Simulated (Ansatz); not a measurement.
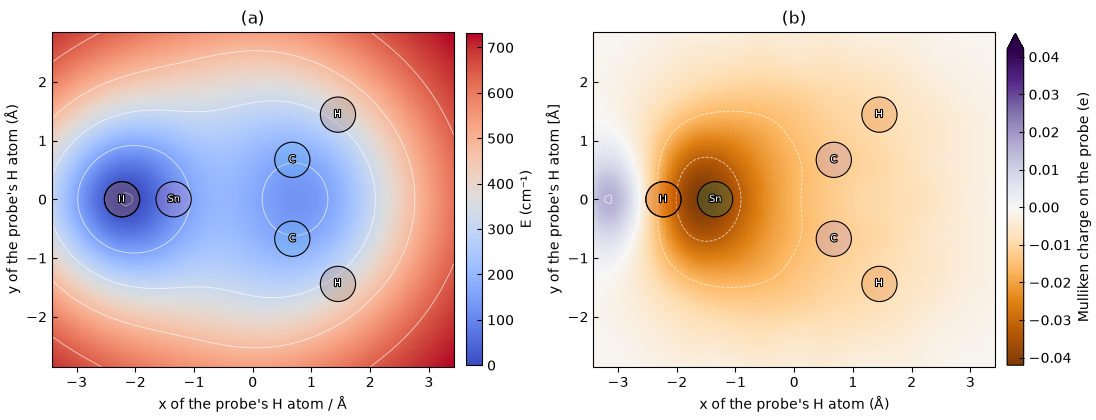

C₂H₄Sn (SMILES [CH]1=[CH][SnH2]1) with the probe HF. The probe is moved over a plane parallel to the molecule's main plane, 3.55 Å above it. The first coordinate is: x of the probe's H atom; the second: y of the probe's H atom. Nothing is relaxed (molecule and probe rigid, the probe upright with H nearest the plane). The scan uses a 13 × 11 grid; 78 points were computed and 65 follow by symmetry. Points are written as (first, second). All energies are given in cm⁻¹ relative to the lowest grid point. Computed with Ansatz, RHF-MP2, frozen core/def2-SVPD.

Panel (a) is the energy and panel (b) the computed Mulliken charge on the probe on the same grid.

The picture shows a smooth colour map with a few white contour lines, labelled circles for the molecule's atoms, projected on the plane. Between grid points the surface is interpolated.

> How does the Mulliken charge on the probe vary over the map, and what is it at the lowest grid point?

Leaving out the highest fifth of the energies, it runs from −0.04 e at (−1.71 Å, 0.00 Å) to 0.01 e at (−3.42 Å, 0.00 Å). At the lowest grid point, (−2.28 Å, 0.00 Å), it is −0.02 e.
